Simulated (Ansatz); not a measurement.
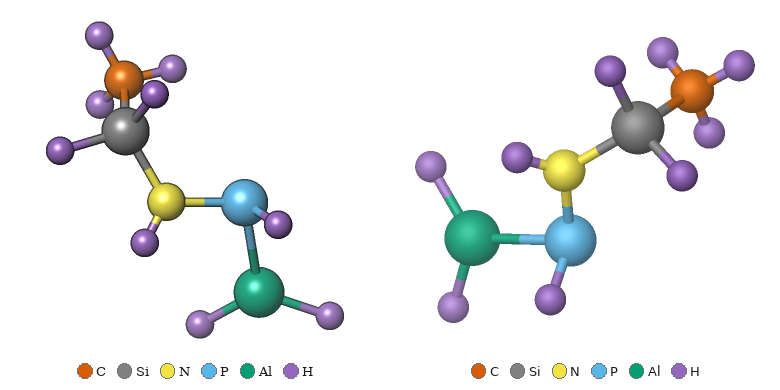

The same structure drawn twice, from different directions.

The geometry was computed by an optimisation with PBE0-D4/def2-TZVP.

Identify the structure.

Formula CH9AlNPSi. SMILES: `C[SiH2]N[PH][AlH2]`. Among its groups: Si–H bond, Si–N bond. The point group is C1. Coordination: 1 C tetrahedral; 1 Si tetrahedral; 1 N trigonal planar; 1 P trigonal pyramidal; 1 Al trigonal planar.

More results for the same structure follow; atom numbers are the same in all pictures, views and colours differ.

## Shape

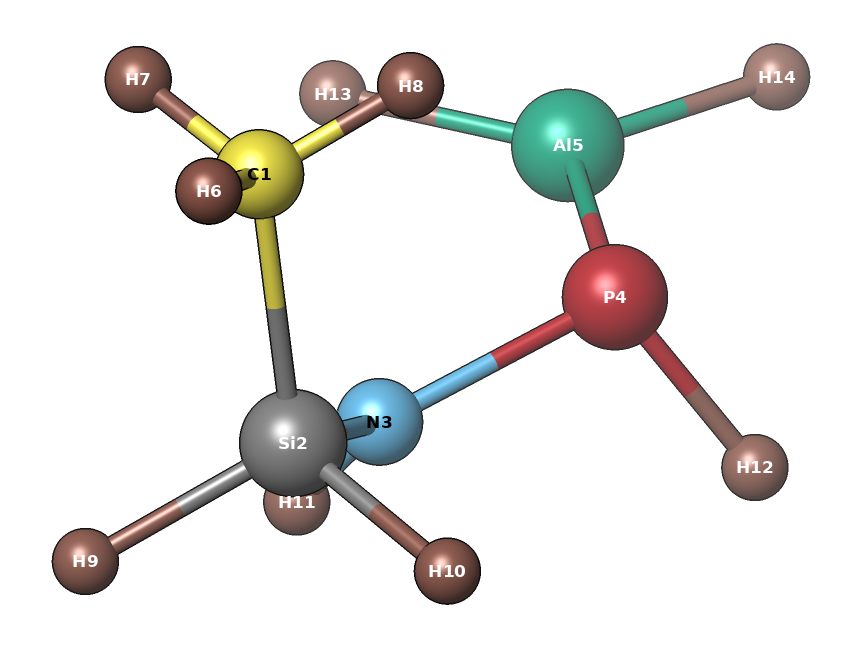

N3 lies behind Si2. The molecule seen a little off the Si2–N3 bond, Si2 in front. Atoms fade into the background with distance from the viewer.

> What is the torsion angle C1–Si2–N3–P4? The sign is positive where the front bond must turn clockwise to cover the back bond.

59°, synclinal (gauche).

## Electronic properties

Properties computed with RKS BLYP-D4/def2-TZVPP (Ansatz 0.2.0).

> Estimate the HOMO energy (Kohn–Sham orbital).

−5.50 eV.

> Give the dispersion correction at this level.

−72.4 kJ/mol.

> What is the HOMO–LUMO gap?

3.12 eV.

## Dipole moment

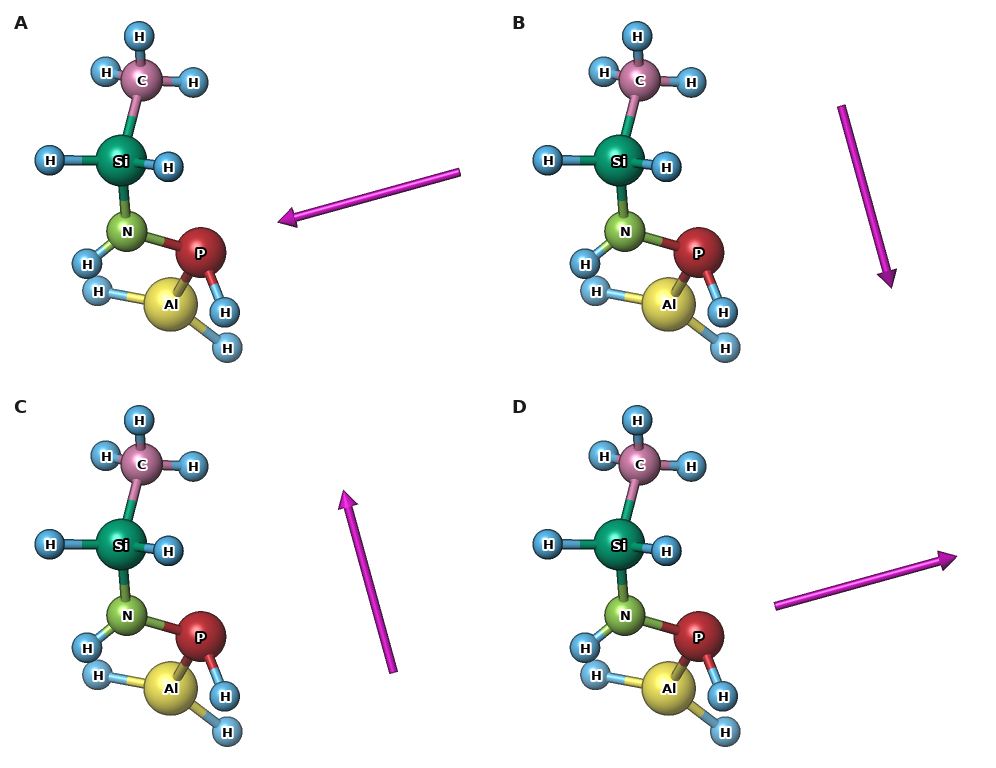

The same molecule four times, each with an arrow. Properties computed with RKS PBE-D4/def2-TZVPP (Ansatz 0.2.0).

> Which arrow points along the dipole moment, from the negative to the positive end?

A. The dipole moment is 0.92 D.

## Charges

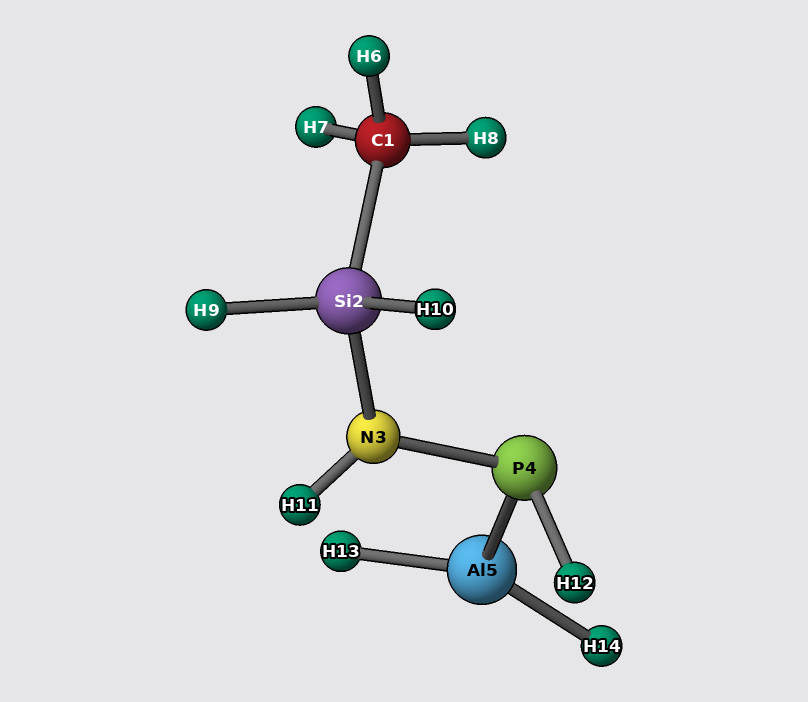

The questions are on Mulliken charges. Properties computed with RKS B3LYP-D4/def2-TZVPP (Ansatz 0.2.0).

> Which atom carries the highest charge (most positive or least negative)?

Si2 (0.42 e).

> And the lowest?

C1 (−0.38 e).

List the Mulliken charges.

```
atom  value (e)
  C1      −0.38
 Si2       0.42
  N3      −0.35
  P4      −0.05
 Al5       0.38
  H6       0.10
  H7       0.10
  H8       0.11
  H9      −0.09
 H10      −0.09
 H11       0.13
 H12       0.01
 H13      −0.14
 H14      −0.14
```

Mulliken values depend strongly on the basis set and can even reverse the polarity of a bond.
